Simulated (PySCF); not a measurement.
# CH5AlO (SMILES [CH3][AlH][OH]): levels of theory compared

Aim: a comparison of 6 runs (HF/STO-3G, HF/3-21G, B3LYP/6-31G*, B2PLYP/aug-cc-pVDZ, wB97M-V/aug-cc-pVDZ, SCS-MP2/aug-cc-pVDZ) of CH5AlO. Input form: a Python script.

The calculation is run with PySCF 2.14.0.

2 further runs of the same task are left out: 2 set aside as unsound or not needed.

### 1 The system as given

The species is CH5AlO (8 atoms), meant as a singlet with charge 0. SMILES: `[CH3][AlH][OH]`. The coordinates come from a PBE0-D4/def2-TZVP relaxation. This is one conformer, not always the lowest.

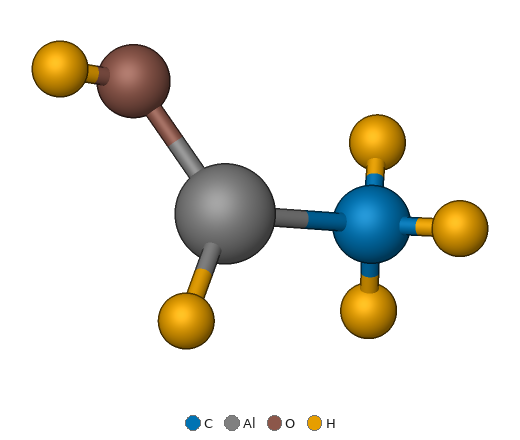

Viewed from a chosen angle; carbon blue, aluminium grey, oxygen brown, hydrogen amber.

### 2 A single-point energy at HF/STO-3G (run 1)

Contents of calc.py:

```python
from pyscf import gto

mol = gto.M(
    atom='''
C     -1.470018     1.856089    -0.133982
Al     1.095474    -0.744930    -0.453345
O      1.029145    -3.167937     1.656912
H     -0.614350     3.693470     0.282136
H     -2.818338     1.427499     1.368729
H     -2.524107     2.088147    -1.898797
H      3.244282    -0.745497    -2.551508
H      2.232144    -4.514745     1.624220
''',
    verbose=3,
    basis='sto-3g',
    spin=0,
    unit='bohr',
    max_memory=1860,
)

mf = mol.RHF()
mf.conv_tol = 1e-10
mf.kernel()
if not mf.converged:
    mf = mf.newton().run(mf.mo_coeff, mf.mo_occ)

etot = mf.e_tot
print('Final energy', etot)
```

On the command line:

```console
OMP_NUM_THREADS=1 python calc.py
```

What it wrote:

```text
converged SCF energy = -353.207757137409
Final energy -353.207757137409
```

It took 1 s on 1 thread of Intel Xeon at 2.70GHz, shared host; peak memory 0.12 GiB.

### 3 A single-point energy at HF/3-21G (run 2)

Contents of run.py:

```python
# [CH3][AlH][OH]
from pyscf import gto

mol = gto.M(
    atom='''
C   -0.777900   0.982200  -0.070900
Al   0.579700  -0.394200  -0.239900
O    0.544600  -1.676400   0.876800
H   -0.325100   1.954500   0.149300
H   -1.491400   0.755400   0.724300
H   -1.335700   1.105000  -1.004800
H    1.716800  -0.394500  -1.350200
H    1.181200  -2.389100   0.859500
''',
    basis='3-21g',
    max_memory=1860,
    spin=0,
    charge=0,
    verbose=4,
)

mf = mol.RHF()
mf.conv_tol = 1e-10
mf.kernel()
if not mf.converged:
    mf = mf.newton().run(mf.mo_coeff, mf.mo_occ)

e_final = mf.e_tot
print('Final energy', e_final)
```

On the command line:

```console
OMP_NUM_THREADS=1 python run.py
```

What it wrote:

```text
PySCF version 2.14.0

[... 60 lines left out ...]
converged SCF energy = -355.649390007473
Final energy -355.64939000747285
```

It took 1 s on 1 thread of Intel Xeon at 2.70GHz, shared host; peak memory 0.12 GiB.

Runs 3 to 5 aren't shown in full; the table further down has their settings and results.

### 4 The energy at SCS-MP2/aug-cc-pVDZ (run 6)

Contents of input.py:

```python
# [CH3][AlH][OH]
from pyscf import gto, mp

mol = gto.Mole()
mol.atom = '''
C     -0.777900     0.982200    -0.070900
Al     0.579700    -0.394200    -0.239900
O      0.544600    -1.676400     0.876800
H     -0.325100     1.954500     0.149300
H     -1.491400     0.755400     0.724300
H     -1.335700     1.105000    -1.004800
H      1.716800    -0.394500    -1.350200
H      1.181200    -2.389100     0.859500
'''
mol.charge = 0
mol.basis = 'aug-cc-pvdz'
mol.verbose = 3
mol.spin = 0
mol.max_memory = 1860
mol.build()

myscf = mol.RHF()
myscf.conv_tol = 1e-10
myscf.kernel()
if not myscf.converged:
    myscf = myscf.newton().run(myscf.mo_coeff, myscf.mo_occ)

pt = mp.MP2(myscf, frozen=7).run()
etot = myscf.e_tot + 1.2 * pt.e_corr_os + pt.e_corr_ss / 3
print('E(%s) = %.9f' % ('SCS-MP2', etot))
```

On the command line:

```console
OMP_NUM_THREADS=1 python input.py
```

What it wrote:

```text
converged SCF energy = -357.629613263099
E(RMP2) = -358.059437105757  E_corr = -0.429823842657858
E(SCS-RMP2) = -358.058866199955  E_corr = -0.429252936856101
E(SCS-MP2) = -358.058866200
```

Run time: 4.2 s. Hardware: 1 thread of Intel Xeon at 2.70GHz, shared host; peak memory 0.36 GiB.

### 5 Overview of the runs

| run | level | integration grid | frozen core orbitals | energy (Eh) | dipole moment (D) of the reference | HOMO energy (eV) | LUMO energy (eV) | wall time |
| --- | --- | --- | --- | --- | --- | --- | --- | --- |
| 1 | HF/STO-3G | – | – | -353.207757 | 1.13 | -8.39 | 9.59 | 1 s |
| 2 | HF/3-21G | – | – | -355.649390 | 1.21 | -10.94 | 2.43 | 1 s |
| 3 | B3LYP/6-31G* (spherical functions) | 5 | – | -358.815424 | 0.68 | -7.56 | -0.46 | 15 s |
| 4 | B2PLYP/aug-cc-pVDZ | 5 | 7 | -358.604686 | 0.71 | -9.17 | 0.14 | 27 s |
| 5 | wB97M-V/aug-cc-pVDZ | 5 | – | -358.762071 | 0.64 | -10.23 | 0.34 | 1.9 min |
| 6 | SCS-MP2/aug-cc-pVDZ | – | 7 | -358.058866 | 0.78 | -11.12 | 0.77 | 4.2 s |

### 6 What came out

| quantity | value |
| --- | --- |
| run 6: total energy | -358.05887 Eh |
| run 6: dipole moment (Hartree–Fock density) | 0.78 D |
| run 6: HOMO energy (Hartree–Fock orbitals) | -11.12 eV |
| run 6: LUMO energy (Hartree–Fock orbitals) | 0.77 eV |
| run 6: HOMO–LUMO gap (Hartree–Fock orbitals) | 11.89 eV |
| run 6: correlation energy (7 core orbitals frozen) | -429.3 mEh |

In words: Over runs 1, 2, 3, 4, 5 the dipole moment (its size) runs from 0.64 D (wB97M-V/aug-cc-pVDZ) to 1.21 D (HF/3-21G). The two ends differ in method and basis. Over runs 1, 2, 3, 4, 5 the HOMO–LUMO gap runs from 7.10 eV (B3LYP/6-31G*) to 17.98 eV (HF/STO-3G). Totals of different functionals can't be ranked against each other. In run 1 the basis is minimal, so the values are rough. All runs together took 2.8 min, the longest 1.9 min.
